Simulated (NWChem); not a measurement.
**GaHBrOF (SMILES [OH][Ga]([F])[Br]) at 4 levels**

Aim: a comparison of 4 runs (HF/STO-3G, HF/3-21G, B3LYP/6-31G*) of GaHBrOF. 

Program for the calculation: NWChem 7.3.0.

**1. The structure to begin with**

The species is GaHBrOF (5 atoms), meant as a singlet with charge 0. SMILES: `[OH][Ga]([F])[Br]`. Geometry: relaxed at PBE0-D4/def2-TZVP. This is one conformer, not always the lowest.

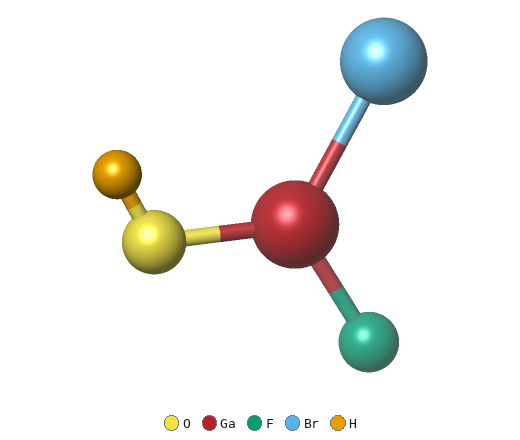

The structure, seen from a chosen angle (oxygen yellow, gallium red, fluorine teal, bromine blue, hydrogen amber).

**2. Energy and gradient at HF/STO-3G (run 1)**

Contents of brfgaho.nw:

```
start brfgaho
memory 2200 mb

geometry units angstroms noautosym nocenter noautoz
  O       -0.469500      -1.252700       0.477300
  Ga       0.027100       0.197300      -0.392300
  F       -0.316700       0.240600      -2.091500
  Br       1.064100       1.966600       0.551700
  H       -0.255000      -1.225400       1.413400
end

basis spherical bse
  O library STO-3G
  Ga library STO-3G
  F library STO-3G
  Br library STO-3G
  H library STO-3G
end

scf
  thresh 1e-08
  maxiter 80
  print medium
end

task scf gradient
```

Launch:

```bash
$ nwchem brfgaho.nw > brfgaho.out
```

Log:

```text
[...]
  functions       =    47
[...]
  wavefunction    = RHF
[...]
         Total SCF energy =  -4618.095440473377
      One-electron energy =  -7541.995206886582
      Two-electron energy =   2389.300862535285
 Nuclear repulsion energy =    534.598903877921
        Time for solution =      3.8s
[...]
                         RHF ENERGY GRADIENTS
    atom               coordinates                        gradient
                 x          y          z           x          y          z
   1 O      -0.887226  -2.367260   0.901966   -0.014958  -0.064033   0.070803
   2 Ga      0.051212   0.372843  -0.741340    0.020834   0.043642   0.001493
   3 F      -0.598476   0.454668  -3.952362   -0.012083   0.001529  -0.059789
   4 Br      2.010857   3.716335   1.042562    0.013307   0.021878   0.013905
   5 H      -0.481880  -2.315670   2.670939   -0.007100  -0.003016  -0.026412
[...]
```

Run time: 6.6 s. Hardware: 1 thread of Intel Xeon 6975P-C (Granite Rapids), shared host; peak memory 0.096 GiB.

**3. Energy and gradient at HF/3-21G (run 2)**

Contents of run.nw:

```
start run
title "BrFGaHO gradient"
memory 2200 mb

geometry noautosym nocenter noautoz
 O    -0.469500   -1.252700    0.477300
 Ga    0.027100    0.197300   -0.392300
 F    -0.316700    0.240600   -2.091500
 Br    1.064100    1.966600    0.551700
 H    -0.255000   -1.225400    1.413400
end

basis "ao basis" spherical bse
 O library 3-21G
 Ga library 3-21G
 F library 3-21G
 Br library 3-21G
 H library 3-21G
end

scf
 thresh 1e-08
 maxiter 80
 noprint "final vectors analysis"
end

task scf gradient
```

Launch:

```bash
$ nwchem run.nw > run.out
```

Log:

```text
[...]
  functions       =    64
[...]
  wavefunction    = RHF
[...]
         Total SCF energy =  -4647.980088749469
      One-electron energy =  -7553.594120193816
      Two-electron energy =   2371.015127566426
 Nuclear repulsion energy =    534.598903877921
        Time for solution =      2.9s
[...]
                         RHF ENERGY GRADIENTS
    atom               coordinates                        gradient
                 x          y          z           x          y          z
   1 O      -0.887226  -2.367260   0.901966   -0.012342  -0.031663   0.011995
   2 Ga      0.051212   0.372843  -0.741340    0.025113   0.036956   0.035994
   3 F      -0.598476   0.454668  -3.952362   -0.006103   0.000688  -0.030040
   4 Br      2.010857   3.716335   1.042562   -0.010114  -0.016935  -0.009948
   5 H      -0.481880  -2.315670   2.670939    0.003446   0.010953  -0.008001
[...]
```

Run time: 6 s. Hardware: 1 thread of Intel Xeon 6975P-C (Granite Rapids), shared host; peak memory 0.097 GiB.

**4. Energy and gradient at B3LYP/6-31G(d) (spherical functions) (run 3)**

Contents of brfgaho.nw:

```
start brfgaho
memory 2200 mb
charge 0

geometry noautosym nocenter noautoz
  O     -0.469500    -1.252700     0.477300
  Ga     0.027100     0.197300    -0.392300
  F     -0.316700     0.240600    -2.091500
  Br     1.064100     1.966600     0.551700
  H     -0.255000    -1.225400     1.413400
end

basis "ao basis" spherical bse
  * library 6-31G*
end

dft
  xc b3lyp
  mult 1
  grid fine
  convergence energy 1e-08
  maxiter 100
  mulliken
  noprint "final vectors analysis"
end

task dft gradient
```

Launch:

```bash
$ nwchem brfgaho.nw > brfgaho.out
```

Log:

```text
[...]
          Wavefunction type:  closed shell.
          No. of atoms     :     5
          No. of electrons :    84
[...]
          Charge           :     0
          Spin multiplicity:     1
[...]
          AO basis - number of functions:    94
[...]
              XC Information
              --------------
                         B3LYP Method XC Potential
                     Hartree-Fock (Exact) Exchange  0.200
                        Slater Exchange Functional  0.800 local
                    Becke 1988 Exchange Functional  0.720 non-local
              Lee-Yang-Parr Correlation Functional  0.810
                  VWN I RPA Correlation Functional  0.190 local
[...]
 d= 0,ls=0.0,diis     1  -4674.1512508530 -5.21D+03  2.16D-02  1.04D+00     2.6
[...]
 d= 0,ls=0.0,diis    10  -4674.2748851968 -6.76D-09  4.37D-07  3.29D-09    17.8
         Total DFT energy =    -4674.274885196802
      One electron energy =    -7574.695125933262
           Coulomb energy =     2551.792703919203
    Exchange-Corr. energy =     -185.971367060664
 Nuclear repulsion energy =      534.598903877921
[...]
      Total Density - Mulliken Population Analysis
     ---------------------------------------------
    Atom       Charge   Shell Charges
 -----------   ------   -------------------------------------------------------
    1 O    8     8.68   2.00  0.91  2.90  0.97  1.89  0.02
    2 Ga  31    30.29   2.00  2.00  6.00  2.00  5.99  0.92  1.07 -0.03  0.11  6.83  2.94  0.46
    3 F    9     9.41   2.00  0.93  3.29  1.05  2.14  0.01
    4 Br  35    35.06   2.00  2.00  6.00  2.00  5.99  1.64  3.83  0.26  1.33  6.95  2.92  0.15
    5 H    1     0.56   0.47  0.09
[...]
  wavefunction    = closed shell
                         DFT ENERGY GRADIENTS
    atom               coordinates                        gradient
                 x          y          z           x          y          z
   1 O      -0.887226  -2.367260   0.901966    0.005798   0.010184   0.004612
   2 Ga      0.051212   0.372843  -0.741340    0.000330  -0.001015   0.003877
   3 F      -0.598476   0.454668  -3.952362    0.001120   0.000193   0.004745
   4 Br      2.010857   3.716335   1.042562   -0.004697  -0.008003  -0.004331
   5 H      -0.481880  -2.315670   2.670939   -0.002551  -0.001359  -0.008902
[...]
```

Run time: 34 s. Hardware: 1 thread of Intel Xeon 6975P-C (Granite Rapids), shared host; peak memory 0.12 GiB.

**5. Energy and forces at B3LYP/6-31G(d) (Cartesian functions) (run 4)**

Contents of brfgaho.xyz:

```xyz
5

O     -0.469500    -1.252700     0.477300
Ga     0.027100     0.197300    -0.392300
F     -0.316700     0.240600    -2.091500
Br     1.064100     1.966600     0.551700
H     -0.255000    -1.225400     1.413400
```

Contents of brfgaho.nw:

```
start brfgaho
memory total 2200 mb

geometry noautosym nocenter noautoz
 load brfgaho.xyz
end

basis "ao basis" cartesian
 * library 6-31G*
end

dft
 xc b3lyp
 mult 1
 grid fine
 convergence energy 1e-08
 maxiter 100
 mulliken
 noprint "final vectors analysis"
end

task dft gradient
```

Launch:

```bash
$ nwchem brfgaho.nw > brfgaho.out
```

Log:

```text
[...]
          Wavefunction type:  closed shell.
          No. of atoms     :     5
          No. of electrons :    84
[...]
          Charge           :     0
          Spin multiplicity:     1
[...]
          AO basis - number of functions:   102
[...]
              XC Information
              --------------
                         B3LYP Method XC Potential
                     Hartree-Fock (Exact) Exchange  0.200
                        Slater Exchange Functional  0.800 local
                    Becke 1988 Exchange Functional  0.720 non-local
              Lee-Yang-Parr Correlation Functional  0.810
                  VWN I RPA Correlation Functional  0.190 local
[...]
 d= 0,ls=0.0,diis     1  -4674.1641713341 -5.21D+03  2.17D-02  2.72D+00     2.7
[...]
 d= 0,ls=0.0,diis    11  -4674.2926117862 -3.36D-09  3.11D-07  1.32D-09    20.1
         Total DFT energy =    -4674.292611786209
      One electron energy =    -7574.758710827944
           Coulomb energy =     2551.781646050805
    Exchange-Corr. energy =     -185.914450886990
 Nuclear repulsion energy =      534.598903877921
[...]
      Total Density - Mulliken Population Analysis
     ---------------------------------------------
    Atom       Charge   Shell Charges
 -----------   ------   -------------------------------------------------------
    1 O    8     8.70   1.99  0.91  2.90  0.97  1.91  0.03
    2 Ga  31    30.22   2.00  1.99  6.00  1.95  5.99  1.01  1.09 -0.01  0.11  6.88  2.96  0.25
    3 F    9     9.41   1.99  0.95  3.29  0.98  2.14  0.06
    4 Br  35    35.10   2.00  1.99  6.00  1.93  5.99  1.62  3.83  0.33  1.34  7.02  2.95  0.11
    5 H    1     0.57   0.47  0.10
[...]
  wavefunction    = closed shell
                         DFT ENERGY GRADIENTS
    atom               coordinates                        gradient
                 x          y          z           x          y          z
   1 O      -0.887226  -2.367260   0.901966    0.005069   0.008304   0.005342
   2 Ga      0.051212   0.372843  -0.741340    0.001113   0.000132   0.005012
   3 F      -0.598476   0.454668  -3.952362    0.000776   0.000335   0.002824
   4 Br      2.010857   3.716335   1.042562   -0.004551  -0.007719  -0.004279
   5 H      -0.481880  -2.315670   2.670939   -0.002406  -0.001053  -0.008899
[...]
```

Run time: 37 s. Hardware: 1 thread of Intel Xeon 6975P-C (Granite Rapids), shared host; peak memory 0.12 GiB.

**6. Overview of the runs**

```csv
run,level,iteration cap,module,energy (Eh),dipole moment (D),largest force (eV/Å),wall time
1,HF/STO-3G,80,scf,-4618.095440,1.28,4.969,6.6 s
2,HF/3-21G,80,scf,-4647.980089,2.58,2.950,6 s
3,B3LYP/6-31G* (spherical functions),100,dft,-4674.274885,2.37,0.648,34 s
4,B3LYP/6-31G* (Cartesian functions),100,dft,-4674.292612,2.34,0.571,37 s
```

**7. What came out**

| quantity | value |
| --- | --- |
| run 4: total energy | -4674.29261 Eh |
| run 4: dipole moment | 2.34 D |
| run 4: largest force on an atom | 0.571 eV/Å |

The dipole moment (its size) runs from 1.28 D (HF/STO-3G) to 2.58 D (HF/3-21G). In run 1 the basis is minimal, so the values are rough. All runs together took 83 s, the longest 37 s.
